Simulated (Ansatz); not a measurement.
# C₂H₈B₂O: up Jacob's ladder to CCSD(T)

How much do the methods differ for C₂H₈B₂O? The plan is to run it at one geometry with functionals of several rungs and with coupled cluster, and see how far each lands from CCSD(T) at the basis-set limit for the atomisation energy.

Computed with Ansatz 0.2.0, Gaussian basis. Level: functionals in def2-TZVPP, the program's frozen cores in correlated methods.

Levels to be run: PBE-D4, r2SCAN-D4, PBE0-D4, B3LYP-D4, ωB97X-V, ωB97M-V, B2PLYP; CCSD(T)/def2-TZVPP; MP2/def2-QZVPP; extrapolation to the limit.

### Step 1. The relaxed structure

All runs share one geometry, relaxed beforehand with PBE0-D4 in a triple-zeta def2 set.

13 atoms, charge 0, spin multiplicity 1.

Atoms are counted from 1 here; the program's logs count them from 0.

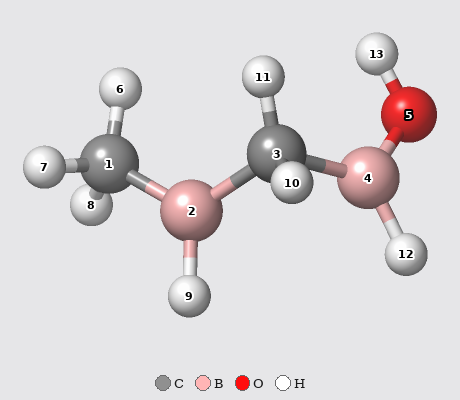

The structure; carbon grey, boron pink, oxygen red, hydrogen white; atoms are numbered from 1 in the order of the file.

Geometry (Å):

```mol
C2H8B2O
  3D, bonds by distance, orders not assigned

 13 12  0  0  0  0  0  0  0  0999 V2000
   -1.8424   -0.1101   -0.5615 C   0  0
   -0.4089   -0.7212   -0.5322 B   0  0
    0.5888   -0.5164    0.6428 C   0  0
    1.7166    0.4640    0.1532 B   0  0
    1.8163    1.7455    0.5809 O   0  0
   -2.0592    0.6136    0.2274 H   0  0
   -2.5503   -0.9441   -0.4459 H   0  0
   -2.0856    0.3280   -1.5346 H   0  0
   -0.0513   -1.3781   -1.4739 H   0  0
    1.1086   -1.4663    0.8265 H   0  0
    0.1073   -0.1609    1.5601 H   0  0
    2.5408    0.1241   -0.6477 H   0  0
    1.1396    1.9870    1.2199 H   0  0
  1  2  8  0
  2  3  8  0
  3  4  8  0
  4  5  8  0
  1  6  8  0
  1  7  8  0
  1  8  8  0
  2  9  8  0
  3 10  8  0
  3 11  8  0
  4 12  8  0
  5 13  8  0
M  END
```

### Step 2. PBE-D4 (GGA)

Contents of in.yaml:

```yaml
crystal:
  periodic: [false, false, false]
  atoms:
    - {symbol: C, position_ang: [-1.842440, -0.110058, -0.561517]}
    - {symbol: B, position_ang: [-0.408871, -0.721210, -0.532219]}
    - {symbol: C, position_ang: [0.588820, -0.516356, 0.642842]}
    - {symbol: B, position_ang: [1.716624, 0.464006, 0.153158]}
    - {symbol: O, position_ang: [1.816257, 1.745465, 0.580856]}
    - {symbol: H, position_ang: [-2.059194, 0.613638, 0.227440]}
    - {symbol: H, position_ang: [-2.550268, -0.944118, -0.445929]}
    - {symbol: H, position_ang: [-2.085574, 0.328000, -1.534619]}
    - {symbol: H, position_ang: [-0.051330, -1.378075, -1.473935]}
    - {symbol: H, position_ang: [1.108650, -1.466257, 0.826495]}
    - {symbol: H, position_ang: [0.107348, -0.160857, 1.560096]}
    - {symbol: H, position_ang: [2.540762, 0.124053, -0.647665]}
    - {symbol: H, position_ang: [1.139617, 1.986966, 1.219898]}
basis:
  gaussian: {orbitals: def2-TZVPP}
hamiltonian: {xc: pbe, dispersion: d4}
output: {forces: true, orbitals: {seedname: orbitals}}
```

On the command line:

```console
> ansatz run in.yaml --threads 4 --pin off --events-out ev --progress --plain --max-ram 10444MiB
```

The runs that follow: r2SCAN-D4 (meta-GGA); PBE0-D4 (hybrid); B3LYP-D4 (hybrid); ωB97X-V (range-separated); ωB97M-V (range-separated); B2PLYP (double hybrid); CCSD(T) in def2-TZVPP; MP2 in def2-QZVPP.

**Question.** What will the summary of the whole plan be? Wanted: atomisation energy, CCSD(T)/CBS; farthest; mean size of error, hybrid; mean size of error, range-separated; gap, smallest and largest; T1 diagnostic; triples share of the correlation energy.

As calculated:

| quantity | value |
| --- | --- |
| atomisation energy, CCSD(T)/CBS | 5101.0 kJ/mol |
| functionals within 25.5 kJ/mol (0.5 %) | ωB97X-V, B2PLYP |
| farthest | PBE-D4 (+104.9 kJ/mol) |
| mean size of error, hybrid | 37.4 kJ/mol |
| mean size of error, range-separated | 30.9 kJ/mol |
| gap, smallest and largest | 5.06 eV (PBE-D4), 12.05 eV (ωB97X-V) |
| T1 diagnostic | 0.0123 |
| triples share of the correlation energy | 3.6 % |

What this shows: PBE-D4 misses by +104.9 kJ/mol. Double hybrids carry the basis error of their MP2 part in triple zeta, and no dispersion term here, so their miss is partly the set-up's. Misses under about 25.5 kJ/mol are within the doubt on the reference itself, which lacks core-valence correlation, relativity and higher excitations. Hartree-Fock recovers 77 % of the binding; the rest is correlation. The gap grows from 5.1 to 12.0 eV across the functionals, mostly with the share of exact exchange.
